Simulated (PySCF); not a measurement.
# MP2/def2-TZVP run of GeSiH6S (SMILES [SiH3][S][GeH3])

What is the vertical ionisation energy of GeSiH6S at MP2/def2-TZVP? 

The calculation is run with PySCF 2.14.0.

## 1. The system as given

GeSiH6S: 9 atoms, total charge 0, spin state singlet. As SMILES, `[SiH3][S][GeH3]`. The shape is that of a PBE0-D4/def2-TZVP optimisation.

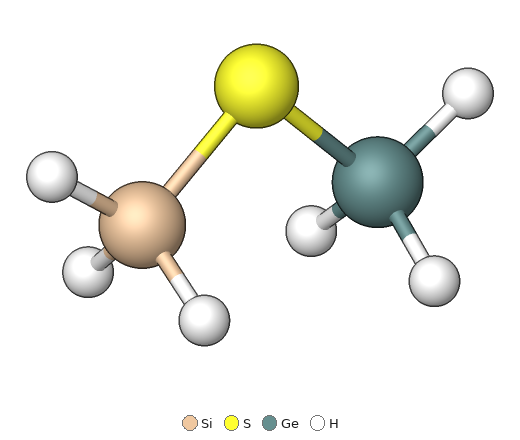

Viewed from a chosen angle; silicon light orange, sulfur yellow, germanium teal, hydrogen white.

## 2. The energy at MP2/def2-TZVP

input.py

```python
# [SiH3][S][GeH3]
from pyscf import gto, mp

mol = gto.Mole()
mol.atom = [
    ('Si', (-0.690300, 1.165700, -0.913000)),
    ('S', (1.295500, 0.504400, -0.512700)),
    ('Ge', (0.800800, -1.155800, 0.886500)),
    ('H', (-1.504200, 0.078200, -1.516900)),
    ('H', (-0.573400, 2.297200, -1.864400)),
    ('H', (-1.365000, 1.618900, 0.331700)),
    ('H', (2.145300, -1.774700, 1.284200)),
    ('H', (-0.088700, -2.184900, 0.172000)),
    ('H', (0.068500, -0.595400, 2.115500)),
]
mol.max_memory = 1860
mol.charge = 0
mol.basis = 'def2-tzvp'
mol.verbose = 3
mol.build()

mf = mol.RHF()
mf.conv_tol = 1e-10
mf.kernel()
if not mf.converged:
    mf = mf.newton().run(mf.mo_coeff, mf.mo_occ)

pt = mp.MP2(mf, frozen=19).run()
etot = pt.e_tot
print('E = %.10f Eh' % etot)
```

Command:

```sh
$ OMP_NUM_THREADS=1 python input.py
```

What it wrote:

```text
converged SCF energy = -2765.38707340878
E(RMP2) = -2765.93421789064  E_corr = -0.547144481859504
E(SCS-RMP2) = -2765.93098188311  E_corr = -0.543908474335753
E = -2765.9342178906 Eh
```

It took 14 s on 1 thread of Arm Neoverse V1, shared host; peak memory 0.91 GiB.

## 3. The doublet cation at the same level

job.py

```python
from pyscf import gto, scf, mp

mol = gto.M(
    atom='''
Si    -0.690300     1.165700    -0.913000
S      1.295500     0.504400    -0.512700
Ge     0.800800    -1.155800     0.886500
H     -1.504200     0.078200    -1.516900
H     -0.573400     2.297200    -1.864400
H     -1.365000     1.618900     0.331700
H      2.145300    -1.774700     1.284200
H     -0.088700    -2.184900     0.172000
H      0.068500    -0.595400     2.115500
''',
    verbose=3,
    max_memory=1860,
    spin=1,
    basis='def2-tzvp',
    charge=1,
)

mf = scf.UHF(mol)
mf.conv_tol = 1e-10
mf.kernel()
if not mf.converged:
    mf = mf.newton().run(mf.mo_coeff, mf.mo_occ)

pt = mp.MP2(mf, frozen=19).run()
e_final = pt.e_tot
print('E = %.10f Eh' % e_final)
```

Command:

```sh
$ OMP_NUM_THREADS=1 python job.py
```

What it wrote:

```text
converged SCF energy = -2765.07477520887  <S^2> = 0.7648713  2S+1 = 2.0148164
E(UMP2) = -2765.58143512173  E_corr = -0.506659912855829
E(SCS-UMP2) = -2765.58061426873  E_corr = -0.50583905985937
E = -2765.5814351217 Eh
```

It took 56 s on 1 thread of Arm Neoverse V1, shared host; peak memory 1.3 GiB.

## 4. What came out

Level: MP2/def2-TZVP, 19 core orbitals frozen.

| quantity | value |
| --- | --- |
| singlet GeSiH6S: total energy | -2765.93422 Eh |
| singlet GeSiH6S: dipole moment (Hartree–Fock density) | 1.30 D |
| singlet GeSiH6S: HOMO energy (Hartree–Fock orbitals) | -10.13 eV |
| singlet GeSiH6S: LUMO energy (Hartree–Fock orbitals) | 2.95 eV |
| singlet GeSiH6S: HOMO–LUMO gap (Hartree–Fock orbitals) | 13.08 eV |
| singlet GeSiH6S: correlation energy (19 core orbitals frozen) | -547.1 mEh |
| doublet cation: total energy | -2765.58144 Eh |
| doublet cation: HOMO energy (Hartree–Fock orbitals) (highest over α and β) | -17.68 eV |
| doublet cation: LUMO energy (Hartree–Fock orbitals) (lowest over α and β) | -6.99 eV |
| doublet cation: correlation energy (19 core orbitals frozen) | -506.7 mEh |
| doublet cation: ⟨S²⟩ of the reference determinant | 0.765 |
| vertical ionisation energy (to the doublet cation) | 9.600 eV |

**Reading.** The vertical ionisation energy comes to 9.60 eV (221 kcal/mol).
